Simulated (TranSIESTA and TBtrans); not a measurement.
System: Ag chain with one O atom inserted. Leads: straight Ag chain, spacing 2.65 Å. Geometry: 3 atoms about the centre moved by SIESTA (PBE, DZP) to a largest force of 0.04 eV/Å, all others as built, motion along the axis alone.

TranSIESTA and TBtrans, PBE, DZP numerical orbitals (energy shift 0.15 eV), PseudoDojo norm-conserving scalar-relativistic potentials, mesh cutoff 200 Ry, 300 K, spin-polarised (collinear), no spin-orbit coupling; self-consistent non-equilibrium Green functions.

Energies count from the leads' Fermi level. Transmissions are for each spin. The energy step is 0.01 eV; narrower resonances are cut or missed.

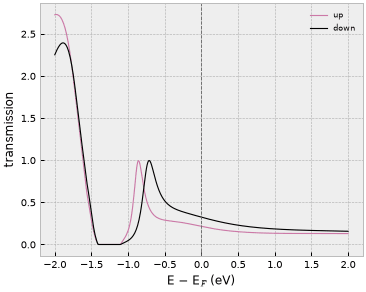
Figure. Transmission against energy

```tsv
E (eV)	T up	T down	lead channels up	down
-2.00	2.73	2.25	band edge	band edge
-1.80	2.31	2.26	3	3
-1.60	0.89	0.99	3	3
-1.40	0	0	0	0
-1.20	0	0	0	0
-1.00	0.17	0.047	1	1
-0.80	0.75	0.57	1	1
-0.60	0.32	0.69	1	1
-0.40	0.28	0.44	1	1
-0.20	0.25	0.37	1	1
0.00	0.21	0.32	1	1
0.20	0.18	0.28	1	1
0.40	0.16	0.24	1	1
0.60	0.15	0.22	1	1
0.80	0.14	0.20	1	1
1.00	0.13	0.18	1	1
1.20	0.13	0.18	1	1
1.40	0.13	0.17	1	1
1.60	0.13	0.16	1	1
1.80	0.13	0.16	1	1
2.00	0.13	0.16	1	1
```

Moments were seeded on the central atoms alone, and one start was tried. The straight chain is held at its spacing; free chains may zigzag or dimerise.
